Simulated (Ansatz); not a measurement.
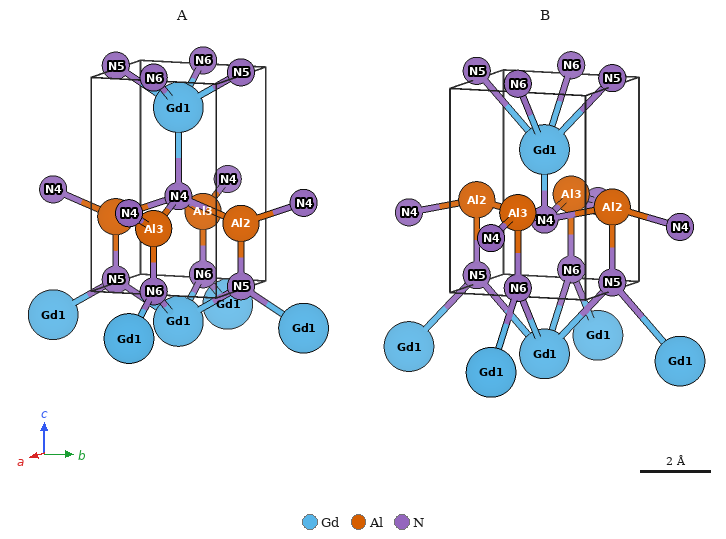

Two geometries of crystalline GdAl2N3 (a generated structure, set up in P4mm) (coarse preliminary run), drawn at one scale. One is the start of a relaxation, the other its converged end. A ball-and-stick model of the cell of the calculation, seen slightly off an axis.

Level of theory: Ansatz 0.2.0, DFT PBE, scalar-relativistic, plane waves, PAW. Set-up: plane-wave cutoff 420 eV; k-point mesh 4 × 4 × 4; occupations gaussian; smearing width 0.1 eV; collinear spin; cell and atoms relaxed; force threshold 0.04 eV/Å; at most 70 steps.

### Which of the two is the end point?

Structure A is the relaxed one. Gd1 moves most relative to the cell: 1.00 Å along +c. Largest moves by element: Gd 1.00 Å, Al 0.63 Å, N 0.56 Å. The volume changes by −10.7 %, with a = b 4.190 → 3.871 Å (−7.6 %), c 5.932 → 6.210 Å (+4.7 %). Near-neighbour distances that change, for instance: Gd1–Al2 2.614 → 3.796 Å, Gd1–N5 3.023 → 2.237 Å, Gd1–N4 2.035 → 2.571 Å, Al2–N5 2.189 → 1.823 Å. Among the angles between lasting bonds that change: N4–Al3–N6 77.3° → 109.8°, Gd1–N4–Al2 77.3° → 109.8°, N5–Gd1–N5 87.7° → 119.9°. The space group stays P4mm (No. 99). After 8 accepted moves (9 points after the start) the energy has fallen by 1693 meV per atom. The largest force component goes from 10 to 0.011 eV/Å. Pressure: 0.50 GPa at the start and −0.10 GPa at the end. At 1 point the geometry stayed and the basis and grid were re-selected for the new cell (energy shift of 0.8 meV per atom at most each time). The run may lie on a higher electronic state than the lowest, so the end point isn't shown to be the ground-state structure. The run took 4.1 min on 1 thread of Arm Neoverse V1, with other jobs on the host, peak memory 0.48 GiB.

Limits of the set-up: the k-point mesh is coarse for a cell with partly filled bands.
